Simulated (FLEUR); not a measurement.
Band structure of LaMnAlNi3 (P-6m2, 6 atoms in the cell).

```
CELL_PARAMETERS angstrom
      5.23543     0.00000     0.00000
     -2.61772     4.53402     0.00000
      0.00000     0.00000     3.92715
ATOMIC_POSITIONS crystal
  La 0.00000 0.00000 0.00000
  Mn 0.66667 0.33333 0.00000
  Al 0.33333 0.66667 0.00000
  Ni 0.50051 0.00102 0.50000
  Ni 0.50051 0.49949 0.50000
  Ni 0.99898 0.49949 0.50000
```
Moments meant for the start (each program seeds them in its own way; μB, in the order of the atoms La Mn Al Ni Ni Ni): 0.0 4.0 0.0 0.0 0.0 0.0.

Method: PBEsol, all-electron FLAPW (FLEUR), scalar-relativistic valence.

Settings: Kmax = 3.8 1/bohr; GmaxXC = 15.2 1/bohr; xcFunctional = PBEs; jspins = 2; l_soc = F; mode = hist; fermiSmearingEnergy = 0.00367493 Htr; mesh (inpgen div1-3) = 5 5 5; inpgen gamma flag = false; Gmax = 15.2 1/bohr; numbands = 0; maxIterBroyd = 25; imix = Anderson; alpha = 0.05.

The starting cell comes from a database of computed structures (which also holds hypothetical and non-ambient phases and stackings), without a prior relaxation at this level. Values depend on the basis (sphere radii, cutoffs, local orbitals), which need not be converged.

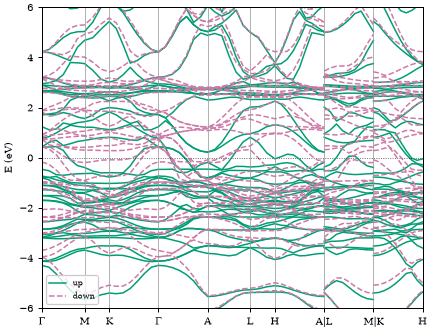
*Bands along the path, energies from the Fermi level.*

Levels in eV from the Fermi level, bands 37 to 44 of the first spin channel:
| point | 37 | 38 | 39 | 40 | 41 | 42 | 43 | 44 |
|---|---|---|---|---|---|---|---|---|
| Γ | -0.81 | -0.73 | -0.47 | 0.43 | 0.43 | 0.77 | 1.23 | 1.72 |
| M | -1.11 | -1.02 | -0.63 | -0.39 | 0.69 | 1.21 | 1.43 | 1.56 |
| K | -1.22 | -1.03 | -0.77 | -0.60 | 0.81 | 1.12 | 1.82 | 1.99 |
| A | -1.08 | -1.08 | -0.80 | -0.80 | -0.46 | -0.19 | 0.22 | 0.22 |
| L | -1.19 | -0.82 | -0.81 | -0.52 | -0.37 | 0.81 | 0.95 | 2.02 |
| H | -1.38 | -1.06 | -0.57 | -0.36 | -0.28 | -0.05 | 1.31 | 2.25 |
